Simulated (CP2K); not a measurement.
**BLYP-D3(BJ)/DZVP-MOLOPT-SR-GTH (core potential) run of SiHF3 (SMILES F[SiH](F)F)**

What is the energy change on altering one bond length of SiHF3 at BLYP-D3(BJ)/DZVP-MOLOPT-SR-GTH (core potential)? 

The results are computed with CP2K 2026.2.

3 further runs of the same task are left out: 1 that didn't finish, 2 set aside as unsound or not needed.

### Step 1. Starting point

SiHF3: 5 atoms, total charge 0, spin state singlet. SMILES: `F[SiH](F)F`. The shape is that of a PBE0-D4/def2-TZVP optimisation.

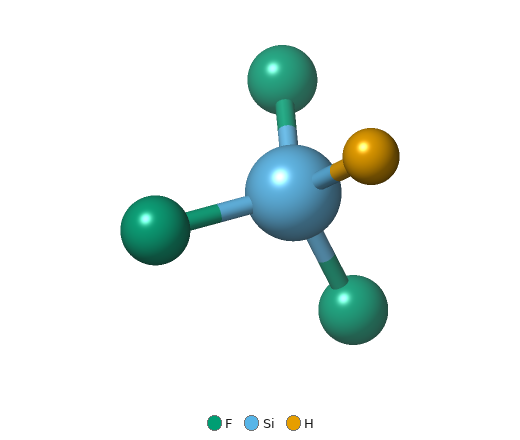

The structure, seen from a chosen angle (fluorine teal, silicon blue, hydrogen amber).

### Step 2. The energy at BLYP-D3(BJ)/DZVP-MOLOPT-SR-GTH (core potential)

The input, molecule.xyz:

```xyz
5

F     -0.447100    -0.082200     1.491300
Si     0.040700     0.001700    -0.001800
F     -0.597100     1.281400    -0.657200
F     -0.495900    -1.263300    -0.767200
H      1.499400     0.062400    -0.065100
```

The input, gas.inp:

```
&GLOBAL
  PROJECT_NAME gas
  RUN_TYPE ENERGY
  PRINT_LEVEL MEDIUM
&END GLOBAL
&FORCE_EVAL
  METHOD Quickstep
  &DFT
    BASIS_SET_FILE_NAME BASIS_MOLOPT
    POTENTIAL_FILE_NAME GTH_POTENTIALS
    CHARGE 0
    MULTIPLICITY 1
    &QS
      METHOD GPW
      EPS_DEFAULT 1.0E-10
    &END QS
    &MGRID
      CUTOFF 400
      REL_CUTOFF 50
      NGRIDS 4
    &END MGRID
    &POISSON
      PERIODIC NONE
      POISSON_SOLVER MULTIPOLE
    &END POISSON
    &SCF
      SCF_GUESS ATOMIC
      EPS_SCF 1.0E-06
      MAX_SCF 80
      ADDED_MOS 3
      &DIAGONALIZATION
        ALGORITHM STANDARD
      &END DIAGONALIZATION
      &MIXING
        METHOD PULAY_MIXING
        ALPHA 0.4
        NBUFFER 8
      &END MIXING
    &END SCF
    &XC
      &XC_FUNCTIONAL BLYP
      &END XC_FUNCTIONAL
      &VDW_POTENTIAL
        POTENTIAL_TYPE PAIR_POTENTIAL
        &PAIR_POTENTIAL
          TYPE DFTD3(BJ)
          PARAMETER_FILE_NAME dftd3.dat
          REFERENCE_FUNCTIONAL BLYP
          R_CUTOFF 15
        &END PAIR_POTENTIAL
      &END VDW_POTENTIAL
    &END XC
    &PRINT
      &MOMENTS
        PERIODIC F
        REFERENCE COM
        MAX_MOMENT 1
      &END MOMENTS
      &MO ON
        ENERGIES T
        OCCUPATION_NUMBERS T
        NDIGITS 6
        &EACH
          QS_SCF 0
        &END EACH
        ADD_LAST NUMERIC
      &END MO
      &HIRSHFELD OFF
      &END HIRSHFELD
    &END PRINT
  &END DFT
  &SUBSYS
    &CELL
      ABC [angstrom] 9.1 9.5 9.3
      PERIODIC NONE
    &END CELL
    &TOPOLOGY
      COORD_FILE_NAME molecule.xyz
      COORD_FILE_FORMAT XYZ
      &CENTER_COORDINATES
      &END CENTER_COORDINATES
    &END TOPOLOGY
    &KIND F
      BASIS_SET DZVP-MOLOPT-SR-GTH-q7
      POTENTIAL GTH-BLYP-q7
    &END KIND
    &KIND Si
      BASIS_SET DZVP-MOLOPT-SR-GTH-q4
      POTENTIAL GTH-BLYP-q4
    &END KIND
    &KIND H
      BASIS_SET DZVP-MOLOPT-SR-GTH-q1
      POTENTIAL GTH-BLYP-q1
    &END KIND
  &END SUBSYS
&END FORCE_EVAL
```

On the command line:

```sh
$ OMP_NUM_THREADS=1 cp2k.psmp -i gas.inp -o gas.out
```

The log of the run:

```text
CP2K| version string:                                       CP2K version 2026.2
[...]
 GLOBAL| Method name                                                        CP2K
[...]
 GLOBAL| Run type                                                         ENERGY
[...]
 DFT| Spin restricted Kohn-Sham (RKS) calculation                            RKS
 DFT| Multiplicity                                                             1
[...]
 DFT| Charge                                                                   0
[...]
 FUNCTIONAL| BECKE88:
 FUNCTIONAL| LYP:
[...]
 QS| Method:                                                                 GPW
[...]
 QS| Density cutoff [a.u.]:                                                200.0
[...]
 QS| Relative density cutoff [a.u.]:                                        25.0
[...]
                             - Atoms:                                          5
[...]
                             - Spherical basis functions:                     57
[...]
 Number of electrons:                                                         26
[...]
     1 NoMix/Diag. 0.40E+00    0.9     1.31162071       -77.1609389217 -7.72E+01
[...]
    15 Pulay/Diag. 0.40E+00    1.0     0.00000078       -77.4118540364  4.09E-05
  *** SCF run converged in    15 steps ***
[...]
  Overlap energy of the core charge distribution:               0.00000005085993
  Self energy of the core charge distribution:               -205.58872097887559
  Core Hamiltonian energy:                                     57.61453321510038
  Hartree energy:                                              86.23557403085469
  Exchange-correlation energy:                                -15.66842714353901
  Dispersion energy:                                           -0.00481321078367
  Total energy:                                               -77.41185403638325
[...]
                     Mulliken Population Analysis
 #  Atom  Element  Kind  Atomic population                           Net charge
       1     F        1          7.298991                             -0.298991
       2     Si       2          3.145352                              0.854648
       3     F        1          7.300795                             -0.300795
       4     F        1          7.300118                             -0.300118
       5     H        3          0.954744                              0.045256
 # Total charge                             26.000000                  0.000000
[...]
  Dipole moment [Debye]
    X=  0.1338775E+01 Y=  0.5161581E-01 Z= -0.5964377E-01  Total=      1.3410964
 ENERGY| Total FORCE_EVAL ( QS ) energy [hartree]            -77.411854036383247
[...]
```

It took 17 s on 1 thread of Arm Neoverse V1, shared host; peak memory 1.2 GiB.

### Step 3. The distorted shape, same level

The input, molecule.xyz:

```xyz
5

F      0.196830     1.435823     2.409794
Si     0.684630     1.519723     0.916694
F      0.046830     2.799423     0.261294
F     -0.495900    -1.263300    -0.767200
H      2.143330     1.580423     0.853394
```

The input, qs.inp:

```
&GLOBAL
  PROJECT_NAME qs
  RUN_TYPE ENERGY
  PRINT_LEVEL MEDIUM
&END GLOBAL

&FORCE_EVAL
  METHOD Quickstep
  &DFT
    BASIS_SET_FILE_NAME BASIS_MOLOPT
    POTENTIAL_FILE_NAME GTH_POTENTIALS
    &QS
      METHOD GPW
      EPS_DEFAULT 1.0E-10
    &END QS
    &MGRID
      CUTOFF 400
      REL_CUTOFF 50
      NGRIDS 4
    &END MGRID
    &POISSON
      PERIODIC NONE
      POISSON_SOLVER MULTIPOLE
    &END POISSON
    &SCF
      SCF_GUESS ATOMIC
      EPS_SCF 1.0E-06
      MAX_SCF 40
      &OT
        MINIMIZER CG
        PRECONDITIONER FULL_SINGLE_INVERSE
      &END OT
      &OUTER_SCF
        EPS_SCF 1.0E-06
        MAX_SCF 10
      &END OUTER_SCF
    &END SCF
    &XC
      &XC_FUNCTIONAL BLYP
      &END XC_FUNCTIONAL
      &VDW_POTENTIAL
        POTENTIAL_TYPE PAIR_POTENTIAL
        &PAIR_POTENTIAL
          TYPE DFTD3(BJ)
          PARAMETER_FILE_NAME dftd3.dat
          REFERENCE_FUNCTIONAL BLYP
          R_CUTOFF 15
        &END PAIR_POTENTIAL
      &END VDW_POTENTIAL
    &END XC
    &PRINT
      &MOMENTS
        PERIODIC F
        REFERENCE COM
        MAX_MOMENT 1
      &END MOMENTS
      &MO_CUBES
        NLUMO 3
        NHOMO -1
        WRITE_CUBE F
      &END MO_CUBES
      &HIRSHFELD OFF
      &END HIRSHFELD
    &END PRINT
  &END DFT
  &SUBSYS
    &CELL
      ABC 9.6 11.1 10.2
      PERIODIC NONE
    &END CELL
    &TOPOLOGY
      COORD_FILE_NAME molecule.xyz
      COORD_FILE_FORMAT XYZ
      &CENTER_COORDINATES
      &END CENTER_COORDINATES
    &END TOPOLOGY
    &KIND F
      BASIS_SET DZVP-MOLOPT-SR-GTH-q7
      POTENTIAL GTH-BLYP-q7
    &END KIND
    &KIND Si
      BASIS_SET DZVP-MOLOPT-SR-GTH-q4
      POTENTIAL GTH-BLYP-q4
    &END KIND
    &KIND H
      BASIS_SET DZVP-MOLOPT-SR-GTH-q1
      POTENTIAL GTH-BLYP-q1
    &END KIND
  &END SUBSYS
&END FORCE_EVAL
```

On the command line:

```sh
$ OMP_NUM_THREADS=1 cp2k.psmp qs.inp > qs.out
```

The log of the run:

```text
CP2K| version string:                                       CP2K version 2026.2
[...]
 GLOBAL| Method name                                                        CP2K
[...]
 GLOBAL| Run type                                                         ENERGY
[...]
 DFT| Spin restricted Kohn-Sham (RKS) calculation                            RKS
 DFT| Multiplicity                                                             1
[...]
 DFT| Charge                                                                   0
[...]
 FUNCTIONAL| BECKE88:
 FUNCTIONAL| LYP:
[...]
 QS| Method:                                                                 GPW
[...]
 QS| Density cutoff [a.u.]:                                                200.0
[...]
 QS| Relative density cutoff [a.u.]:                                        25.0
[...]
                             - Atoms:                                          5
[...]
                             - Spherical basis functions:                     57
[...]
 Number of electrons:                                                         26
[...]
     1 OT CG       0.80E-01    1.1     0.16781087       -75.7373150739 -7.57E+01
[...]
     9 OT CG       0.86E-01    1.1     0.00000091       -77.1920366114 -8.29E-11
  *** SCF run converged in     9 steps ***
[...]
  Overlap energy of the core charge distribution:               0.00000003923714
  Self energy of the core charge distribution:               -205.58872097887559
  Core Hamiltonian energy:                                     56.98254638991989
  Hartree energy:                                              86.85889455868274
  Exchange-correlation energy:                                -15.44036067728629
  Dispersion energy:                                           -0.00439594307810
  Total energy:                                               -77.19203661140020
[...]
                     Mulliken Population Analysis
 #  Atom  Element  Kind  Atomic population                           Net charge
       1     F        1          7.240784                             -0.240784
       2     Si       2          3.142904                              0.857096
       3     F        1          7.240756                             -0.240756
       4     F        1          7.444651                             -0.444651
       5     H        3          0.930906                              0.069094
 # Total charge                             26.000000                  0.000000
[...]
  Dipole moment [Debye]
    X=  0.3451979E+01 Y=  0.4775298E+01 Z=  0.2800449E+01  Total=      6.5239674
[...]
 HOMO - LUMO gap [eV] :    0.229701
 ENERGY| Total FORCE_EVAL ( QS ) energy [hartree]            -77.192036611400198
[...]
```

It took 85 s on 1 thread of Arm Neoverse V1, shared host; peak memory 0.85 GiB.

### Step 4. Results

At BLYP-D3(BJ)/DZVP-MOLOPT-SR-GTH (core potential):

```
                                                          quantity          value
                                         first shape: total energy   -77.41185 Eh
                                        first shape: dipole moment         1.34 D
                                          first shape: HOMO energy       -9.56 eV
                                          first shape: LUMO energy        0.24 eV
                                        first shape: HOMO–LUMO gap        9.80 eV
                                    first shape: dispersion energy  -12.64 kJ/mol
                                     distorted shape: total energy   -77.19204 Eh
                                    distorted shape: dipole moment         6.52 D
                                      distorted shape: HOMO energy       -6.21 eV
                                      distorted shape: LUMO energy       -5.98 eV
                                    distorted shape: HOMO–LUMO gap        0.23 eV
                                distorted shape: dispersion energy  -11.54 kJ/mol
energy change with the Si2–F4 bond stretched from 1.573 to 3.460 Å       5.982 eV
```

In words: One bond (distorted shape) is far stretched, which a spin-restricted single reference describes badly; a broken-symmetry solution may lie lower. With the Si2–F4 bond stretched from 1.573 to 3.460 Å the energy rises by 5.98 eV (577 kJ/mol). The first shape isn't relaxed at this level, so the change isn't measured from a minimum. A restricted reference can't describe the breaking bond well at this length.
